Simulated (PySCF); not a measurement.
**CH3AlCl2, SMILES `C[Al](Cl)Cl`: what the electrons do**

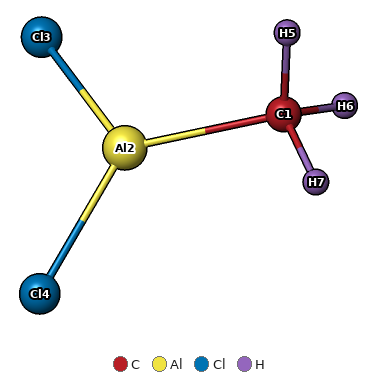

The molecule, with its atoms numbered as below. No frequency check shows the geometry to be a minimum.

Coordinates in Å:

```
C1      -0.0159    2.2872   -0.0002
Al2     -0.0003    0.2987    0.0003
Cl3     -1.7363   -0.7648   -0.0001
Cl4      1.7471   -0.7456   -0.0001
H5      -0.5376    2.6849    0.8739
H6      -0.5397    2.6852   -0.8717
H7       0.9932    2.7017   -0.0022
```

Part 1: Bonding charge

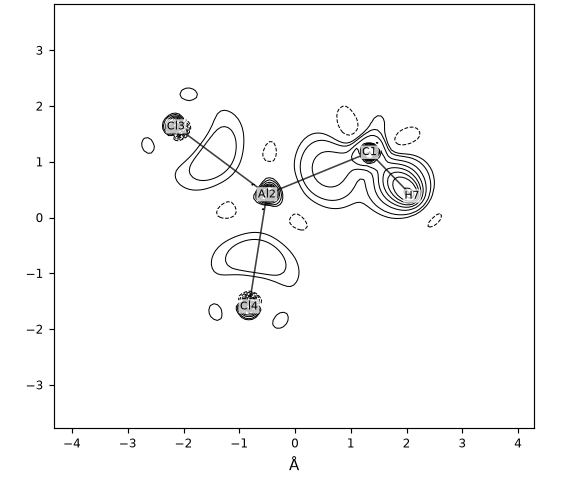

Deformation density (molecule less spherical, spin-averaged free atoms) in the plane of C1, Al2, Cl3, Cl4 and H7; contours at ±0.05 to ±0.8 e/Å³; solid lines: gain, dashed lines: loss.

PySCF calculation, PBE/def2-TZVP, gas phase; geometry: GFN2-xTB.

Q: Describe the bonding that the map shows.

A: C1–H7: +0.64 e/Å³ at the bond critical point (bond length 1.09 Å, Mayer order 0.9). C1–Al2: +0.15 e/Å³ at the bond critical point (bond length 1.99 Å, Mayer order 1.0). Al2–Cl4: +0.08 e/Å³ at the bond critical point (bond length 2.04 Å, Mayer order 1.3). Al2–Cl3: +0.08 e/Å³ at the bond critical point (bond length 2.04 Å, Mayer order 1.3). In all, 1.4 electrons gather in the regions of gain relative to the promolecule. A small or negative value marks a very polar bond, one between electron-rich atoms, whose free-atom densities already overlap strongly, a long bond to a heavier atom, or a closed-shell contact such as a hydrogen bond.

Part 2: Bond critical points

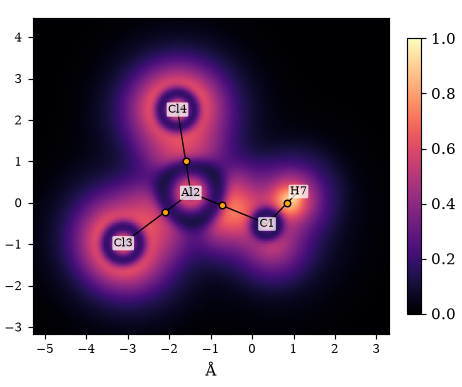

Localised orbital locator (LOL) in the plane of C1, Al2, Cl3, Cl4 and H7, with bond paths and bond critical points (dots).

Q: What values does LOL take at the bond critical points in this plane?

A: C1–H7: about 0.87; C1–Al2: about 0.37; Al2–Cl4: about 0.30; Al2–Cl3: about 0.30. Values above 0.5 mark slow, localised electrons, as in shared pairs; low values at a critical point mark a polar or closed-shell contact whose critical point lies between the shells.

Q: Where along C1–H7 does the critical point lie?

A: 0.70 Å from C1 and 0.39 Å from H7.

Part 3: Local ionisation energy

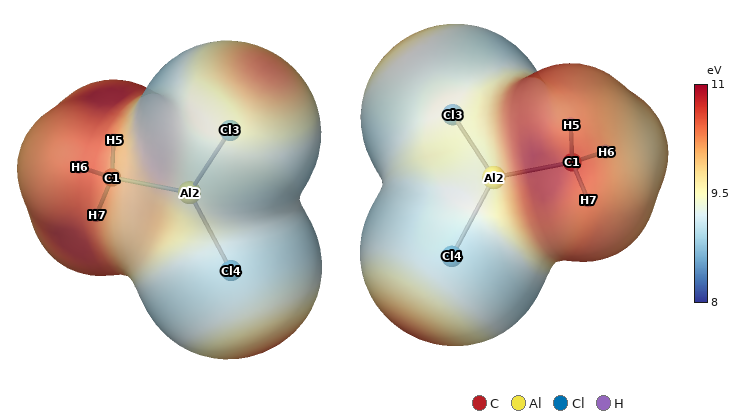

Average local ionisation energy on the surface of electron density 0.001 a.u. (back view left, front view right).

Q: Locate the minima of the map.

A: The lowest value is 8.8 eV, 2.1 Å from Cl3. Further minima include 8.9 eV, 2.1 Å from Cl3, and at like points elsewhere; 8.9 eV, 2.1 Å from Cl4; 9.5 eV, near H6 (1.84 Å), H5 (1.90 Å), H7 (1.95 Å) and C1 (2.01 Å). For comparison, the highest occupied orbital lies at −7.4 eV.

Part 4: In an electric field

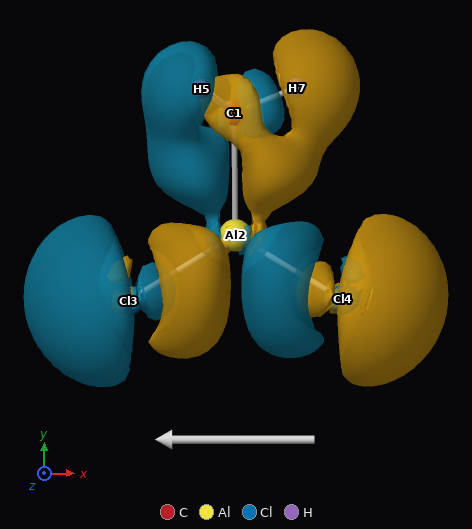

Change of the electron density in a uniform field of 0.21 V/Å along −x (arrow), surfaces at ±0.001 e/Å³ (yellow: gain, teal: loss).

PySCF calculation, PBE/def2-TZVP, gas phase; geometry: GFN2-xTB. A basis without diffuse functions makes polarisabilities too small.

The field was applied in both directions; the picture shows the one opposite to the script's first.

Q: How large is the response?

A: The induced dipole is 0.68 D (along the field); α along this axis, from the fields in both directions, is 67 bohr³ (9.9 Å³).

Part 5: Removing or adding an electron

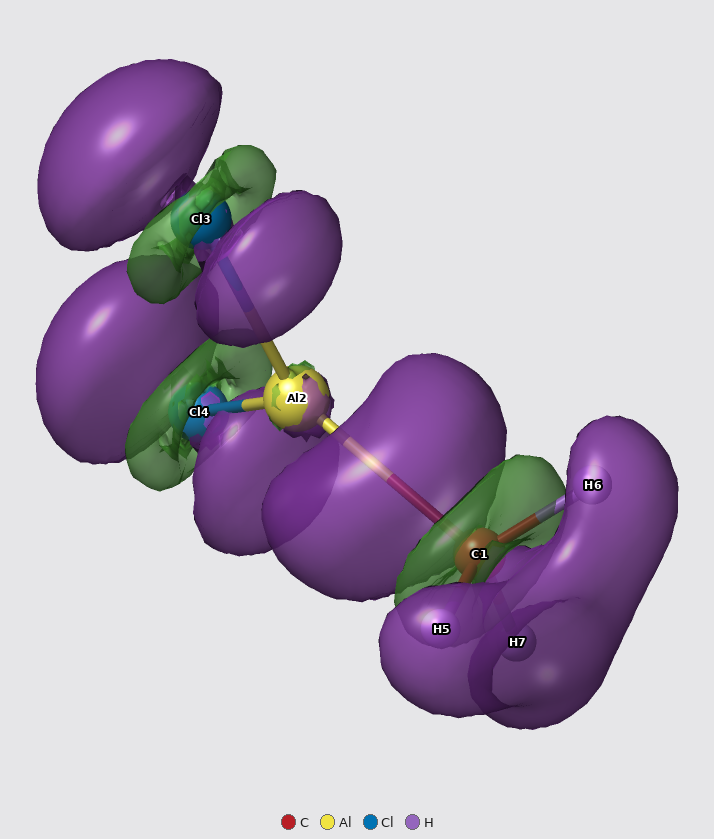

Fukui function f⁻ = ρ(N) − ρ(N−1) at fixed geometry, surfaces at ±0.02 e/Å³ (purple positive, green negative).

Q: On which atoms does the density change most on removal of an electron?

A: f⁻ (Hirshfeld-condensed) is largest on Cl3 (0.25), Cl4 (0.24) and C1 (0.16); the vertical ionisation energy is 10.39 eV (the stability of the cation's solution wasn't checked). Condensed values hint at sites of electrophilic attack but needn't mark the atom that reacts. Shares this close don't rank the sites. Orbital relaxation makes it negative in places (0.13 e in all).
